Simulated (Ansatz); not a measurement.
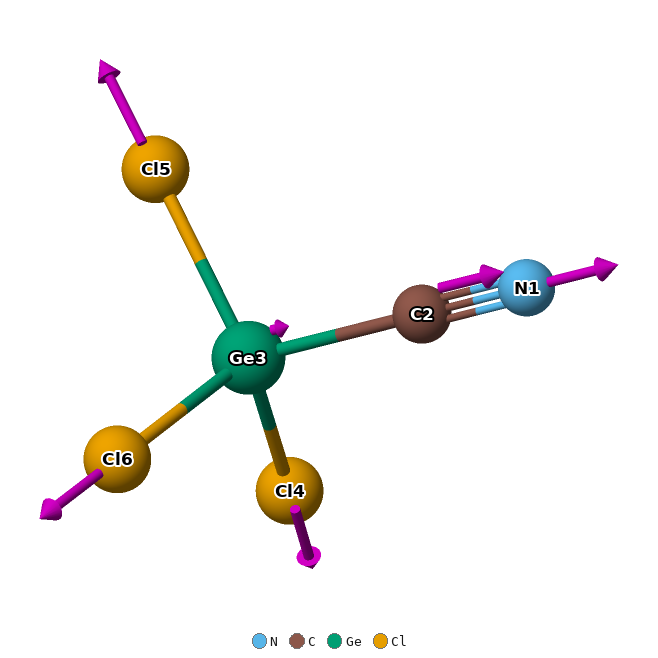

The arrows show one normal mode. Harmonic vibrations computed with RKS PBE0-D4/def2-TZVP (Ansatz 0.2.0) at a stationary point of the same level.

### Describe the motion.

Mostly in-phase stretching of 3 Ge–Cl bonds.

### At what wavenumber does it lie?

412 cm⁻¹; it is mode 8 of 12 counted from the lowest.
